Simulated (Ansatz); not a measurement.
Take PbSe in the rock salt structure (space group Fm-3m, No. 225; a = 6.217 Å) as the base.

Modification: hydrostatic tension (pressure −2 GPa).

Method: PBE/PAW in Ansatz (a quantum-chemistry and plane-wave program), without spin-orbit coupling.

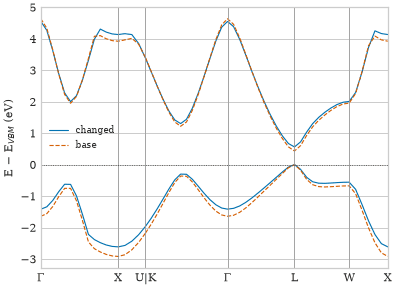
Figure: Highest valence and lowest conduction band along the path, each from its own valence-band maximum

The gap is 0.56 eV, direct at L; the base has 0.43 eV.

With Pb present, leaving out spin-orbit coupling can change the band edges. Load acts through the strain it causes; cell and atoms are relaxed under it. Whether these cells are dynamically stable was not tested.
